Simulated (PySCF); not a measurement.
# C₃H₈O₂Si: electronic excitations at several levels of theory

Aim: compute the electronic excitations of C₃H₈O₂Si (`[SiH3]OC1COC1`) at several levels, and see how far they spread and what each costs.

Computed with PySCF 2.14.0, with density-fitted response routines of our own, on a single molecule in the gas phase. Atoms are numbered from 0 throughout.

### Step 1. The molecule as given

14 atoms, charge 0, multiplicity 1; geometry from: GFN2-xTB. The atoms were then displaced at random by about 0.01 Å, so the start is not that level's minimum.

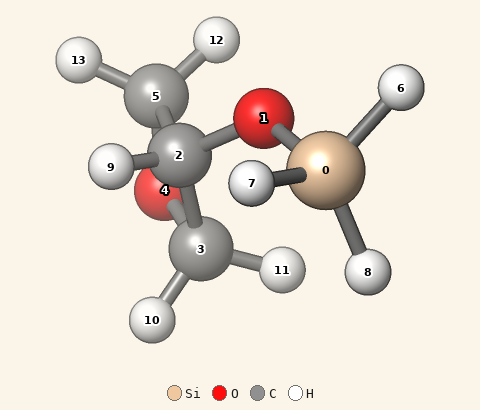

As it starts; silicon light orange, oxygen red, carbon grey, hydrogen white, atoms numbered.

### Step 2. Geometry optimisation at PBE0-D3(BJ)/def2-SVP

What the job is given:

```
{"job": {"xc": "PBE0", "basis": "def2-SVP", "d3": "d3bj", "grid": 1, "shake": 0.01, "kind": "geom"}, "charge": 0, "multiplicity": 1}
Si     2.292410     0.010760     0.509340
O      0.833540     0.327770    -0.203110
C     -0.433910     0.448260     0.353160
C     -1.049650    -0.830560     0.873960
O     -2.206900    -0.631210     0.008650
C     -1.581160     0.482550    -0.641410
H      3.119380     0.061640    -0.680290
H      2.606300     1.084900     1.479540
H      2.269620    -1.247230     1.221620
H     -0.436100     1.269270     1.096700
H     -1.373870    -0.859150     1.940610
H     -0.525940    -1.738490     0.617890
H     -1.298670     0.233500    -1.667010
H     -2.222210     1.372920    -0.637350
```

Command:

```bash
$ OMP_NUM_THREADS=1 python probes_run.py task.json out
```

One launch serves the whole session: the jobs run in the order shown.

Log:

```text
step   0  E = -558.32982494  max force = 0.042022
step   1  E = -558.33673893  max force = 0.004571
step   2  E = -558.33696405  max force = 0.001326
step   3  E = -558.33699100  max force = 0.000751
step   4  E = -558.33701519  max force = 0.000897
step   5  E = -558.33703468  max force = 0.001081
step   6  E = -558.33705870  max force = 0.001117
step   7  E = -558.33707019  max force = 0.000967
step   8  E = -558.33707366  max force = 0.000463
step   9  E = -558.33707294  max force = 0.000268
optimisation converged
```

Wall time 1.8 min (1 thread of Arm Neoverse N1, shared host); peak memory 0.5 GiB.

Along the way:

```csv
step,energy from step 0 (eV),largest force component (eV/Å)
0,0.0000,2.1609
1,-0.1881,0.2351
2,-0.1943,0.0682
3,-0.1950,0.0386
4,-0.1957,0.0461
5,-0.1962,0.0556
6,-0.1968,0.0574
7,-0.1972,0.0497
8,-0.1972,0.0238
9,-0.1972,0.0138
```

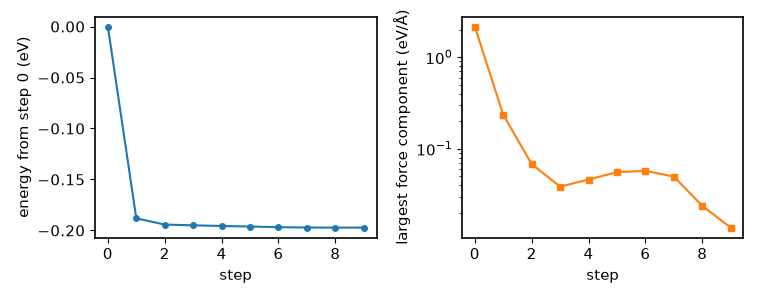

Energy and force, step by step.

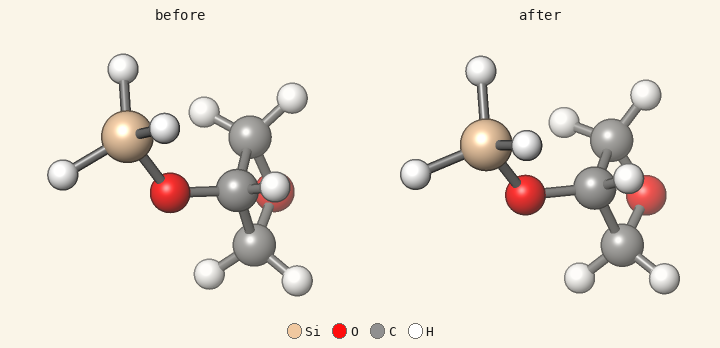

The geometry before (left) and after (right).

Close pairs (by a distance rule), those that changed most:

| bond | before (Å) | after (Å) | change (Å) |
| --- | --- | --- | --- |
| Si0–H8 | 1.446 | 1.496 | +0.050 |
| Si0–H6 | 1.450 | 1.486 | +0.036 |
| C3–O4 | 1.459 | 1.423 | -0.036 |
| C3–H11 | 1.079 | 1.106 | +0.027 |
| C2–C3 | 1.512 | 1.537 | +0.025 |
| Si0–O1 | 1.654 | 1.670 | +0.016 |
| Si0–H7 | 1.481 | 1.497 | +0.015 |
| C5–H12 | 1.093 | 1.105 | +0.013 |

The final coordinates are the input of the step that follows.

```
                         at the end point                value
  point group (found at 0.08 Å tolerance)                   C1
rotational constants (GHz, main isotopes)  9.150, 1.478, 1.356
                        dipole moment (D)                 1.89
```

### Step 3. Ultraviolet spectrum: LDA/def2-SVPD

What the job is given:

```
{"job": {"kind": "uv", "xc": "LDA", "basis": "def2-SVPD", "ip": true}, "charge": 0, "multiplicity": 1}
Si     2.304484     0.075482     0.411880
O      0.805350     0.166400    -0.318513
C     -0.388832     0.340338     0.374350
C     -1.153658    -0.915482     0.822621
O     -2.325523    -0.486374     0.138918
C     -1.620372     0.572592    -0.502394
H      3.306294     0.034415    -0.685006
H      2.522118     1.273107     1.282534
H      2.420115    -1.153196     1.257723
H     -0.282640     1.090540     1.180211
H     -1.320443    -1.056119     1.904339
H     -0.720967    -1.840280     0.396585
H     -1.403877     0.365272    -1.566395
H     -2.137182     1.542860    -0.414189
```

Method: TDDFT LDA/def2-SVPD, vertical, gas phase, core orbitals frozen in the response.

Log:

```text
coarse grid: 12016 points
cycle   1  E = -555.1986407020  dE =  6.132e-01  |g| = 8.454e-01  |ddm| = 5.091e+00
cycle   2  E = -554.4768041076  dE =  7.218e-01  |g| = 2.066e+00  |ddm| = 3.383e+00
cycle   3  E = -555.3357352687  dE = -8.589e-01  |g| = 1.494e-01  |ddm| = 2.565e+00
cycle   4  E = -555.3379557430  dE = -2.220e-03  |g| = 1.240e-01  |ddm| = 3.487e-01
cycle   5  E = -555.3410802668  dE = -3.125e-03  |g| = 3.340e-02  |ddm| = 1.541e-01
cycle   6  E = -555.3412553471  dE = -1.751e-04  |g| = 1.368e-02  |ddm| = 4.625e-02
cycle   7  E = -555.3412953012  dE = -3.995e-05  |g| = 1.329e-03  |ddm| = 1.609e-02
cycle   8  E = -555.3412956828  dE = -3.816e-07  |g| = 3.476e-04  |ddm| = 3.274e-03
final grid: 110944 points
cycle   9  E = -555.4443660569  dE = -4.056e-05  |g| = 3.338e-03  |ddm| = 1.162e-01
cycle  10  E = -555.4443608278  dE =  5.229e-06  |g| = 6.077e-03  |ddm| = 9.704e-03
cycle  11  E = -555.4443683531  dE = -7.525e-06  |g| = 8.258e-04  |ddm| = 6.309e-03
cycle  12  E = -555.4443684805  dE = -1.275e-07  |g| = 3.048e-04  |ddm| = 1.371e-03
cycle  13  E = -555.4443685006  dE = -2.003e-08  |g| = 4.324e-05  |ddm| = 4.005e-04
cycle  14  E = -555.4443685009  dE = -3.380e-10  |g| = 2.245e-05  |ddm| = 1.108e-04
converged SCF energy = -555.4443685009

Static polarisability (au): isotropic 73.689, principal 65.245 71.810 84.012

Singlet excitations
state   eV       nm        f      main configurations
  1   4.8735    254.4   0.00654   H->L 1.00
  2   5.8159    213.2   0.00074   H-1->L 0.99
  3   5.8519    211.9   0.00135   H->L+1 0.99
  4   6.0577    204.7   0.00431   H->L+2 0.78, H->L+3 0.21
  5   6.1364    202.0   0.00022   H->L+3 0.78, H->L+2 0.20
  6   6.3957    193.9   0.01805   H-2->L 0.98
  7   6.4232    193.0   0.00139   H->L+4 0.99
  8   6.5600    189.0   0.00198   H->L+5 0.98
  9   6.7762    183.0   0.00919   H-1->L+1 0.99
 10   6.9338    178.8   0.02327   H->L+6 0.86, H->L+7 0.09

Triplet excitations (Tamm-Dancoff, eV): 4.8145 5.6408 5.8262 5.9080
Vertical ionisation energy (delta-SCF) = 9.5137 eV
```

It took 1.7 min on 1 thread of Arm Neoverse N1, shared host; peak memory 0.58 GiB.

The orbitals next to the gap, with their largest atomic shares:

| orbital | eV | atoms |
| --- | --- | --- |
| HOMO−3 | -8.21 | O4 23 %, Si0 22 %, H7 16 % |
| HOMO−2 | -7.41 | O1 33 %, O4 16 %, C5 14 % |
| HOMO−1 | -6.85 | O1 43 %, C3 13 %, C2 10 % |
| HOMO | -5.95 | O4 59 %, C3 10 %, C5 10 % |
| LUMO | -1.11 | Si0 38 %, H8 11 %, H7 10 % |
| LUMO+1 | -0.11 | Si0 40 %, H6 15 %, H8 12 % |
| LUMO+2 | 0.06 | C5 14 %, O4 14 %, C3 13 % |

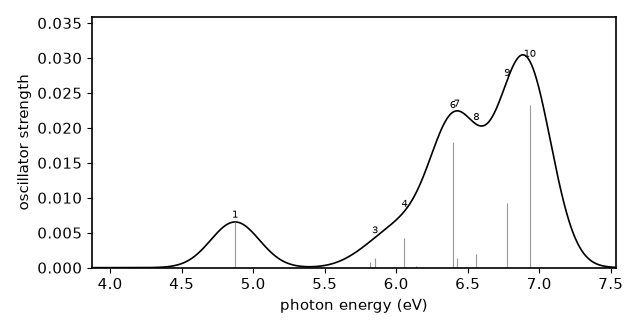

Absorption spectrum from the 10 singlet states computed; above the last one it falls off for lack of states. Lines are broadened to a width of 0.40 eV (Gaussian).

Further results of this job:

| property | computed |
| --- | --- |
| dipole moment (D) | 1.81 |
| polarisability (Å³) | 10.92 |
| HOMO–LUMO gap (eV) | 4.84 |
| −ε(HOMO) (eV) | 5.95 |

### Step 4. Ultraviolet spectrum: PBE/def2-SVPD

Settings changed since step 3:

```diff
@@ -1,2 +1,2 @@
-{"job": {"kind": "uv", "xc": "LDA", "basis": "def2-SVPD", "ip": true}, "charge": 0, "multiplicity": 1}
+{"job": {"kind": "uv", "xc": "PBE", "basis": "def2-SVPD", "ip": true}, "charge": 0, "multiplicity": 1}
 Si     2.304484     0.075482     0.411880
```

Level: TDDFT PBE/def2-SVPD, vertical, gas phase, core orbitals frozen in the response.

Log:

```text
coarse grid: 12016 points
cycle   1  E = -558.0456577161  dE =  6.131e-01  |g| = 8.489e-01  |ddm| = 5.022e+00
cycle   2  E = -557.3613589759  dE =  6.843e-01  |g| = 2.016e+00  |ddm| = 3.268e+00
cycle   3  E = -558.1826408723  dE = -8.213e-01  |g| = 1.449e-01  |ddm| = 2.519e+00
cycle   4  E = -558.1850518052  dE = -2.411e-03  |g| = 1.146e-01  |ddm| = 3.492e-01
cycle   5  E = -558.1877687707  dE = -2.717e-03  |g| = 3.205e-02  |ddm| = 1.493e-01
cycle   6  E = -558.1879329112  dE = -1.641e-04  |g| = 1.289e-02  |ddm| = 4.482e-02
cycle   7  E = -558.1879684869  dE = -3.558e-05  |g| = 1.198e-03  |ddm| = 1.532e-02
cycle   8  E = -558.1879688156  dE = -3.287e-07  |g| = 3.157e-04  |ddm| = 3.063e-03
final grid: 110944 points
cycle   9  E = -558.3033448425  dE =  6.528e-06  |g| = 1.974e-02  |ddm| = 1.335e-01
cycle  10  E = -558.3030868688  dE =  2.580e-04  |g| = 4.196e-02  |ddm| = 5.787e-02
cycle  11  E = -558.3034170920  dE = -3.302e-04  |g| = 2.742e-03  |ddm| = 4.192e-02
cycle  12  E = -558.3034189944  dE = -1.902e-06  |g| = 3.750e-04  |ddm| = 3.651e-03
cycle  13  E = -558.3034190265  dE = -3.208e-08  |g| = 9.332e-05  |ddm| = 8.487e-04
cycle  14  E = -558.3034190276  dE = -1.179e-09  |g| = 5.928e-05  |ddm| = 1.633e-04
cycle  15  E = -558.3034190283  dE = -6.605e-10  |g| = 1.081e-05  |ddm| = 7.250e-05
converged SCF energy = -558.3034190283

Static polarisability (au): isotropic 72.483, principal 64.041 70.722 82.686

Singlet excitations
state   eV       nm        f      main configurations
  1   5.0486    245.6   0.00527   H->L 1.00
  2   5.8582    211.6   0.00181   H->L+1 1.00
  3   5.9423    208.6   0.00133   H-1->L 1.00
  4   6.1354    202.1   0.00317   H->L+2 0.96
  5   6.2006    200.0   0.00121   H->L+3 0.97
  6   6.5123    190.4   0.00094   H->L+4 0.78, H->L+5 0.22
  7   6.5241    190.0   0.01804   H-2->L 0.97
  8   6.5638    188.9   0.00374   H->L+5 0.76, H->L+4 0.21
  9   6.7475    183.7   0.00780   H-1->L+1 0.99
 10   6.9148    179.3   0.01767   H->L+6 0.91

Triplet excitations (Tamm-Dancoff, eV): 4.9871 5.7448 5.8341 5.9343
Vertical ionisation energy (delta-SCF) = 9.4055 eV
```

Wall time 2.5 min (1 thread of Arm Neoverse N1, shared host); peak memory 0.74 GiB.

Key values: HOMO -5.87 eV, LUMO -0.85 eV; lowest singlet 5.05 eV.

### Step 5. Excited states and response: B3LYP/def2-SVPD

Settings changed since step 4:

```diff
@@ -1,2 +1,2 @@
-{"job": {"kind": "uv", "xc": "PBE", "basis": "def2-SVPD", "ip": true}, "charge": 0, "multiplicity": 1}
+{"job": {"kind": "uv", "xc": "B3LYP", "basis": "def2-SVPD", "ip": true}, "charge": 0, "multiplicity": 1}
 Si     2.304484     0.075482     0.411880
```

With the program's defaults for keys left out, this is: TDDFT B3LYP/def2-SVPD, vertical, gas phase, core orbitals frozen in the response.

Log:

```text
coarse grid: 12016 points
cycle   1  E = -558.5715733022  dE =  6.860e-01  |g| = 8.312e-01  |ddm| = 5.019e+00
cycle   2  E = -558.2676745302  dE =  3.039e-01  |g| = 1.505e+00  |ddm| = 2.500e+00
cycle   3  E = -558.6999275879  dE = -4.323e-01  |g| = 8.046e-02  |ddm| = 1.642e+00
cycle   4  E = -558.7008305450  dE = -9.030e-04  |g| = 5.059e-02  |ddm| = 1.787e-01
cycle   5  E = -558.7013537206  dE = -5.232e-04  |g| = 1.498e-02  |ddm| = 6.782e-02
cycle   6  E = -558.7013906732  dE = -3.695e-05  |g| = 4.728e-03  |ddm| = 2.031e-02
cycle   7  E = -558.7013953047  dE = -4.631e-06  |g| = 4.512e-04  |ddm| = 5.938e-03
final grid: 110944 points
cycle   8  E = -558.7977155586  dE = -2.846e-05  |g| = 5.544e-03  |ddm| = 9.969e-02
cycle   9  E = -558.7977074456  dE =  8.113e-06  |g| = 8.615e-03  |ddm| = 1.505e-02
cycle  10  E = -558.7977218594  dE = -1.441e-05  |g| = 8.108e-04  |ddm| = 8.908e-03
cycle  11  E = -558.7977220053  dE = -1.459e-07  |g| = 1.440e-04  |ddm| = 1.102e-03
cycle  12  E = -558.7977220097  dE = -4.391e-09  |g| = 3.090e-05  |ddm| = 2.679e-04
cycle  13  E = -558.7977220099  dE = -2.544e-10  |g| = 8.359e-06  |ddm| = 7.401e-05
converged SCF energy = -558.7977220099

Static polarisability (au): isotropic 69.673, principal 62.081 68.450 78.487

Singlet excitations
state   eV       nm        f      main configurations
  1   6.2191    199.4   0.00554   H->L 0.96
  2   6.6650    186.0   0.00136   H-1->L 0.98
  3   6.7533    183.6   0.00385   H->L+2 0.79, H->L+1 0.17
  4   6.9993    177.1   0.00040   H->L+1 0.77, H->L+2 0.17
  5   7.2772    170.4   0.00496   H->L+3 0.80, H->L+4 0.12
  6   7.3406    168.9   0.00596   H-2->L 0.56, H->L+4 0.34
  7   7.3493    168.7   0.02081   H->L+4 0.50, H-2->L 0.40
  8   7.4895    165.5   0.01222   H-1->L+1 0.97
  9   7.7272    160.5   0.01932   H-1->L+2 0.35, H->L+6 0.24, H->L+5 0.20
 10   7.7381    160.2   0.00550   H-1->L+2 0.44, H->L+5 0.27, H->L+6 0.18

Triplet excitations (Tamm-Dancoff, eV): 6.0774 6.4279 6.5603 6.9424
Vertical ionisation energy (delta-SCF) = 9.7472 eV
```

Run time: 3.8 min. Hardware: 1 thread of Arm Neoverse N1, shared host; peak memory 0.9 GiB.

Key values: HOMO -7.21 eV, LUMO -0.23 eV; lowest singlet 6.22 eV.

### Step 6. Excited states and response: PBE0/def2-SVPD

Settings changed since step 5:

```diff
@@ -1,2 +1,2 @@
-{"job": {"kind": "uv", "xc": "B3LYP", "basis": "def2-SVPD", "ip": true}, "charge": 0, "multiplicity": 1}
+{"job": {"kind": "uv", "xc": "PBE0", "basis": "def2-SVPD", "ip": true}, "charge": 0, "multiplicity": 1}
 Si     2.304484     0.075482     0.411880
```

With the program's defaults for keys left out, this is: TDDFT PBE0/def2-SVPD, vertical, gas phase, core orbitals frozen in the response.

Log:

```text
coarse grid: 12016 points
cycle   1  E = -558.1570822679  dE =  6.987e-01  |g| = 7.512e-01  |ddm| = 4.768e+00
cycle   2  E = -557.9686295662  dE =  1.885e-01  |g| = 1.246e+00  |ddm| = 2.232e+00
cycle   3  E = -558.2636071442  dE = -2.950e-01  |g| = 6.291e-02  |ddm| = 1.417e+00
cycle   4  E = -558.2641864131  dE = -5.793e-04  |g| = 3.582e-02  |ddm| = 1.372e-01
cycle   5  E = -558.2644464760  dE = -2.601e-04  |g| = 1.144e-02  |ddm| = 5.182e-02
cycle   6  E = -558.2644689144  dE = -2.244e-05  |g| = 3.254e-03  |ddm| = 1.601e-02
cycle   7  E = -558.2644711025  dE = -2.188e-06  |g| = 3.442e-04  |ddm| = 4.151e-03
final grid: 110944 points
cycle   8  E = -558.3507553235  dE = -1.390e-05  |g| = 1.179e-02  |ddm| = 9.296e-02
cycle   9  E = -558.3507179596  dE =  3.736e-05  |g| = 1.851e-02  |ddm| = 3.055e-02
cycle  10  E = -558.3507815540  dE = -6.359e-05  |g| = 9.448e-04  |ddm| = 1.892e-02
cycle  11  E = -558.3507817725  dE = -2.184e-07  |g| = 1.451e-04  |ddm| = 1.343e-03
cycle  12  E = -558.3507817771  dE = -4.629e-09  |g| = 2.664e-05  |ddm| = 3.116e-04
cycle  13  E = -558.3507817772  dE = -1.318e-10  |g| = 1.495e-05  |ddm| = 7.420e-05
converged SCF energy = -558.3507817772

Static polarisability (au): isotropic 69.061, principal 61.491 67.822 77.870

Singlet excitations
state   eV       nm        f      main configurations
  1   6.4545    192.1   0.00532   H->L 0.92
  2   6.8055    182.2   0.00119   H-1->L 0.95
  3   6.9819    177.6   0.00426   H->L+2 0.76, H->L+1 0.10
  4   7.3187    169.4   0.00066   H->L+1 0.80, H->L+2 0.10
  5   7.5180    164.9   0.02487   H-2->L 0.90
  6   7.5527    164.2   0.00133   H->L+3 0.61, H->L+4 0.17
  7   7.6247    162.6   0.00869   H->L+4 0.73, H->L+3 0.20
  8   7.7506    160.0   0.01327   H-1->L+1 0.93
  9   7.9458    156.0   0.01302   H-1->L+2 0.53, H-1->L+3 0.33
 10   8.0136    154.7   0.01237   H->L+6 0.41, H->L+5 0.27, H-1->L+2 0.14

Triplet excitations (Tamm-Dancoff, eV): 6.2669 6.5222 6.7628 7.1806
Vertical ionisation energy (delta-SCF) = 9.6222 eV
```

It took 3.6 min on 1 thread of Arm Neoverse N1, shared host; peak memory 0.89 GiB.

In short: HOMO -7.44 eV, LUMO -0.01 eV; lowest singlet 6.45 eV.

### Step 7. Ultraviolet spectrum: BHandHLYP/def2-SVPD

Settings changed since step 6:

```diff
@@ -1,2 +1,2 @@
-{"job": {"kind": "uv", "xc": "PBE0", "basis": "def2-SVPD", "ip": true}, "charge": 0, "multiplicity": 1}
+{"job": {"kind": "uv", "xc": "BHandHLYP", "basis": "def2-SVPD", "ip": true}, "charge": 0, "multiplicity": 1}
 Si     2.304484     0.075482     0.411880
```

With the program's defaults for keys left out, this is: TDDFT BHandHLYP/def2-SVPD, vertical, gas phase, core orbitals frozen in the response.

Log:

```text
coarse grid: 12016 points
cycle   1  E = -558.4465072044  dE =  8.099e-01  |g| = 7.559e-01  |ddm| = 4.720e+00
cycle   2  E = -558.4051548722  dE =  4.135e-02  |g| = 9.148e-01  |ddm| = 1.902e+00
cycle   3  E = -558.5589947820  dE = -1.538e-01  |g| = 5.128e-02  |ddm| = 1.022e+00
cycle   4  E = -558.5595378942  dE = -5.431e-04  |g| = 1.762e-02  |ddm| = 1.112e-01
cycle   5  E = -558.5595996139  dE = -6.172e-05  |g| = 8.030e-03  |ddm| = 3.409e-02
cycle   6  E = -558.5596123856  dE = -1.277e-05  |g| = 1.442e-03  |ddm| = 1.043e-02
cycle   7  E = -558.5596128145  dE = -4.289e-07  |g| = 4.409e-04  |ddm| = 2.167e-03
final grid: 110944 points
cycle   8  E = -558.6222751072  dE = -1.369e-05  |g| = 2.229e-03  |ddm| = 5.858e-02
cycle   9  E = -558.6222751626  dE = -5.533e-08  |g| = 2.322e-03  |ddm| = 7.273e-03
cycle  10  E = -558.6222762017  dE = -1.039e-06  |g| = 2.377e-04  |ddm| = 2.686e-03
cycle  11  E = -558.6222762114  dE = -9.772e-09  |g| = 1.191e-04  |ddm| = 4.232e-04
cycle  12  E = -558.6222762147  dE = -3.257e-09  |g| = 1.138e-05  |ddm| = 1.892e-04
cycle  13  E = -558.6222762147  dE = -4.604e-11  |g| = 4.959e-06  |ddm| = 3.330e-05
converged SCF energy = -558.6222762147

Static polarisability (au): isotropic 66.579, principal 59.699 65.780 74.257

Singlet excitations
state   eV       nm        f      main configurations
  1   7.4449    166.5   0.00135   H->L 0.36, H-1->L 0.27, H->L+2 0.19
  2   7.5615    164.0   0.00027   H-1->L 0.51, H->L+2 0.28
  3   7.7457    160.1   0.00961   H->L 0.44, H->L+2 0.31, H-1->L 0.09
  4   8.2977    149.4   0.02198   H-2->L 0.67, H-3->L 0.14
  5   8.3603    148.3   0.00113   H->L+4 0.44, H->L+3 0.32, H->L+2 0.10
  6   8.4706    146.4   0.02330   H-1->L+1 0.67
  7   8.5555    144.9   0.02213   H->L+3 0.33, H->L+4 0.29, H->L+6 0.12
  8   8.6720    143.0   0.01882   H-1->L+2 0.31, H-1->L+3 0.30
  9   8.7090    142.4   0.00336   H->L+1 0.55
 10   8.7707    141.4   0.03555   H-1->L+3 0.39, H-1->L+2 0.30

Triplet excitations (Tamm-Dancoff, eV): 7.0762 7.2017 7.5899 7.8677
Vertical ionisation energy (delta-SCF) = 9.7650 eV
```

Wall time 3.1 min (1 thread of Arm Neoverse N1, shared host); peak memory 0.9 GiB.

In short: HOMO -8.98 eV, LUMO 0.76 eV; lowest singlet 7.44 eV.

### Step 8. Ultraviolet spectrum: CAM-B3LYP/def2-SVPD

Settings changed since step 7:

```diff
@@ -1,2 +1,2 @@
-{"job": {"kind": "uv", "xc": "BHandHLYP", "basis": "def2-SVPD", "ip": true}, "charge": 0, "multiplicity": 1}
+{"job": {"kind": "uv", "xc": "CAM-B3LYP", "basis": "def2-SVPD", "ip": true}, "charge": 0, "multiplicity": 1}
 Si     2.304484     0.075482     0.411880
```

Level: TDDFT CAM-B3LYP/def2-SVPD, vertical, gas phase, core orbitals frozen in the response.

Log:

```text
coarse grid: 12016 points
cycle   1  E = -558.4353389704  dE =  8.150e-01  |g| = 8.266e-01  |ddm| = 4.859e+00
cycle   2  E = -558.3332255589  dE =  1.021e-01  |g| = 1.138e+00  |ddm| = 2.112e+00
cycle   3  E = -558.5661709831  dE = -2.329e-01  |g| = 4.939e-02  |ddm| = 1.167e+00
cycle   4  E = -558.5666493482  dE = -4.784e-04  |g| = 2.124e-02  |ddm| = 1.162e-01
cycle   5  E = -558.5667302007  dE = -8.085e-05  |g| = 1.089e-02  |ddm| = 3.785e-02
cycle   6  E = -558.5667524239  dE = -2.222e-05  |g| = 1.972e-03  |ddm| = 1.373e-02
cycle   7  E = -558.5667532074  dE = -7.835e-07  |g| = 5.270e-04  |ddm| = 3.159e-03
final grid: 110944 points
cycle   8  E = -558.6645764543  dE = -2.372e-05  |g| = 3.321e-03  |ddm| = 6.144e-02
cycle   9  E = -558.6645757267  dE =  7.277e-07  |g| = 4.042e-03  |ddm| = 9.596e-03
cycle  10  E = -558.6645787179  dE = -2.991e-06  |g| = 3.528e-04  |ddm| = 4.234e-03
cycle  11  E = -558.6645787407  dE = -2.279e-08  |g| = 1.565e-04  |ddm| = 6.142e-04
cycle  12  E = -558.6645787464  dE = -5.712e-09  |g| = 1.435e-05  |ddm| = 2.696e-04
cycle  13  E = -558.6645787464  dE = -6.401e-11  |g| = 7.623e-06  |ddm| = 4.392e-05
converged SCF energy = -558.6645787464

Static polarisability (au): isotropic 68.495, principal 61.329 67.414 76.742

Singlet excitations
state   eV       nm        f      main configurations
  1   6.9665    178.0   0.00045   H->L+2 0.45, H->L 0.27, H->L+7 0.10
  2   7.0969    174.7   0.00127   H-1->L 0.63, H->L+2 0.20
  3   7.2410    171.2   0.00839   H->L 0.47, H-1->L 0.19, H->L+2 0.17
  4   7.8722    157.5   0.01974   H-2->L 0.73, H-3->L 0.12
  5   7.8845    157.3   0.00147   H->L+4 0.52, H->L+3 0.26
  6   8.0444    154.1   0.03107   H->L+3 0.37, H->L+4 0.25, H->L+6 0.21
  7   8.0806    153.4   0.01259   H-1->L+1 0.69
  8   8.2328    150.6   0.01293   H-1->L+3 0.46, H-1->L+2 0.24
  9   8.3103    149.2   0.00463   H->L+1 0.51, H->L 0.10, H->L+7 0.10
 10   8.3539    148.4   0.02335   H-1->L+2 0.42, H-1->L+3 0.26

Triplet excitations (Tamm-Dancoff, eV): 6.6066 6.7987 7.1045 7.4991
Vertical ionisation energy (delta-SCF) = 9.8504 eV
```

Run time: 3.8 min. Hardware: 1 thread of Arm Neoverse N1, shared host; peak memory 1 GiB.

In short: HOMO -8.89 eV, LUMO 0.89 eV; lowest singlet 6.97 eV.

[end of part 1 of 2]
